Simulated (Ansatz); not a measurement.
# CF+ (SMILES [C+]F) at BHLYP/aug-cc-pVTZ

What is the vertical singlet–triplet gap of CF+ at BHLYP/aug-cc-pVTZ? 

The results are computed with Ansatz 0.2.0.

2 further runs of the same task are left out: 2 set aside as unsound or not needed.

## 1. The molecule

CF+ has 2 atoms, charge +1, and is taken as a singlet. As SMILES, `[C+]F`. The shape is that of a PBE0-D4/def2-TZVP optimisation.

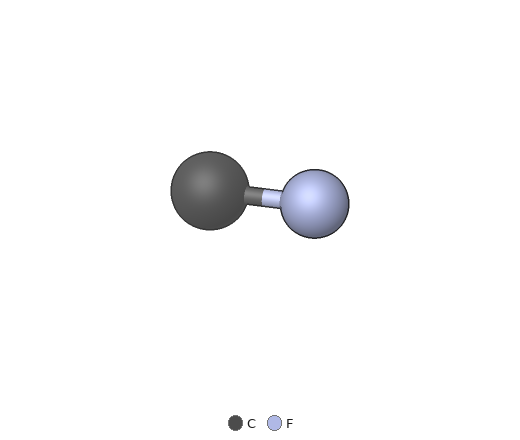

Viewed from a chosen angle; carbon dark grey, fluorine light blue.

## 2. A single-point energy at BHLYP/aug-cc-pVTZ

Contents of run.yaml:

```yaml
crystal:
  periodic: [false, false, false]
  atoms:
    - {symbol: C, position_ang: [0.492270, -0.160830, 0.253170]}
    - {symbol: F, position_ang: [-0.492270, 0.160830, -0.253170]}
basis:
  gaussian:
    orbitals: aug-cc-pVTZ
total_charge: 1
hamiltonian:
  xc: {name: BHLYP}
accuracy: high
output: {orbitals: {seedname: orbitals}}
```

Launch:

```console
$ ansatz run run.yaml --threads 1 --pin off --max-ram 3480MiB --events-out events.jsonl --progress --plain --runs-dir runs
```

Log:

```text
Warning: RAYON_NUM_THREADS=1 ignored (pool sized by the plan → 1); use --threads N
Functional definition: BHLYP
  name "BHLYP"
  parameter a = 0.5
  exchange = (1 - a)*b88_x + a*exact_x
  correlation = lyp_c
1257 factors; integrals over basis functions are off by at most 3.3e-9 eV
mean field evaluation 1: about -3733.1220 eV, gradient 7.3e1 eV
mean field evaluation 2: about -3720.5634 eV, gradient 1.2e2 eV
mean field evaluation 4: about -3739.8235 eV, gradient 9.7e-1 eV
mean field evaluation 8: about -3739.8263 eV, gradient 1.2e-2 eV
mean field evaluation 16: about -3739.8263 eV, gradient 4.2e-8 eV
mean field -3739.82628988 eV, -137.4360812079 hartree, gradient 4.2e-8 eV, S^2 0.000000; 0 other end points of the search recorded, 0 dependent functions left out
reference -3739.82630690 eV, -137.4360818333 hartree; 7, 7 occupied and 85, 85 virtual orbitals, 1257 factors
Total energy: -3739.82630690 eV, -137.4360818333 hartree
```

Run time: 1.8 s. Hardware: 1 thread of Arm Neoverse V2, shared host; peak memory 0.16 GiB.

## 3. The triplet at the same level

Contents of input.yaml:

```yaml
crystal:
  periodic: [false, false, false]
  atoms:
    - symbol: C
      position_ang: [0.492270, -0.160830, 0.253170]
    - symbol: F
      position_ang: [-0.492270, 0.160830, -0.253170]
basis:
  gaussian:
    orbitals: aug-cc-pVTZ
total_charge: 1
magnetization:
  spin_polarized: true
  initial_magnetization: 2
hamiltonian:
  xc: {name: BHLYP}
accuracy: high
output: {orbitals: {seedname: orbitals}}
```

Launch:

```console
$ ansatz run input.yaml --threads 1 --pin off --max-ram 3480MiB --events-out events.jsonl --progress --plain --runs-dir runs
```

Log:

```text
Warning: RAYON_NUM_THREADS=1 ignored (pool sized by the plan → 1); use --threads N
[... 5 set-up lines as earlier in the session ...]
1257 factors; integrals over basis functions are off by at most 3.3e-9 eV
mean field evaluation 1: about -3728.3531 eV, gradient 5.1e1 eV
mean field evaluation 2: about -3718.2874 eV, gradient 7.7e1 eV
mean field evaluation 4: about -3735.2445 eV, gradient 9.8e-1 eV
mean field evaluation 8: about -3735.2550 eV, gradient 3.9e-2 eV
mean field evaluation 16: about -3735.2550 eV, gradient 7.5e-6 eV
mean field -3735.25500537 eV, -137.2680896004 hartree, gradient 4.4e-8 eV, S^2 2.004672; 0 other end points of the search recorded, 0 dependent functions left out
reference -3735.25502386 eV, -137.2680902799 hartree; 8, 6 occupied and 84, 86 virtual orbitals, 1257 factors
Total energy: -3735.25502386 eV, -137.2680902799 hartree
```

Run time: 3 s. Hardware: 1 thread of Arm Neoverse V2, shared host; peak memory 0.19 GiB.

## 4. Summary of results

Level: BHLYP/aug-cc-pVTZ.

```
                                        quantity          value
                           singlet: total energy  -137.43608 Eh
                            singlet: HOMO energy      -23.72 eV
                            singlet: LUMO energy      -11.03 eV
                          singlet: HOMO–LUMO gap       12.70 eV
                           triplet: total energy  -137.26809 Eh
     triplet: HOMO energy (highest over α and β)      -18.81 eV
      triplet: LUMO energy (lowest over α and β)      -15.53 eV
                                   triplet: ⟨S²⟩          2.005
vertical energy of the triplet above the singlet       4.571 eV
```

What this shows: At this shape the triplet lies 4.57 eV (105 kcal/mol) above the singlet.
